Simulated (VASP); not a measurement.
Band structure of SrVO₃ (cubic perovskite). These are r2SCAN meta-GGA, VASP's PBE PAW potentials (set 64) (plane waves; VASP) values and carry that method's errors.

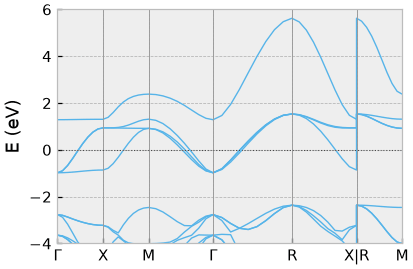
Figure: Bands along high-symmetry lines, zero at the valence-band maximum or, without a gap, the Fermi level

Problem. Read the plot: is there a gap, and where are the band edges?

Solution. It has no gap at this level: it comes out as a metal or semimetal.

The compound is SrVO3 in the cubic perovskite structure. It was relaxed first. The run is not spin-polarised, so no magnetic state was tried. The electron count is odd and the run is not spin-polarised, which forces a metal.
